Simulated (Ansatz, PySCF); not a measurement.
NH3 (SMILES N) and C3H6 (SMILES C=CC) are pulled apart as rigid monomers along the line of their centres of mass, from the B3LYP-D3(BJ)/def2-TZVP minimum. Starting geometry (charge 0, multiplicity 1):
```xyz
13

N     -0.21106    -0.20862     0.53719
H     -0.71185    -0.85499    -0.06195
H      0.73847    -0.14826     0.18707
H     -0.16549    -0.62346     1.46246
C      0.12427    -1.01156     4.23753
C     -0.52055     0.11574     3.95961
C      0.12428     1.43046     3.66012
H      1.20752    -1.04862     4.27948
H     -0.40460    -1.93402     4.44073
H     -1.60706     0.10214     3.92956
H     -0.22427     2.20256     4.35168
H      1.21107     1.36812     3.73456
H     -0.13618     1.75959     2.65072
```

Interaction energies with rigid monomers; basis-set methods are counterpoise corrected unless marked otherwise.

Cores are frozen in the correlated methods. Rows in 3-21G, 6-31G* carry no dispersion term and start afresh at each structure (6-31G* with six Cartesian d functions).

Programs: Ansatz (Gaussian basis) for Hartree–Fock, density functionals and correlated methods; PySCF for 3-21G rows, 6-31G* rows. 

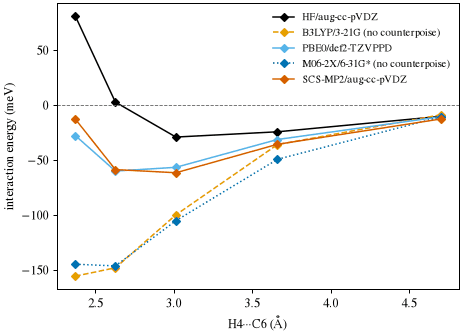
*Interaction energy against separation*

Task: Which level binds most strongly at H4···C6 = 2.63, and by how much?

Result: B3LYP/3-21G (no counterpoise), -148 meV.

Ansatz is an electronic-structure program.
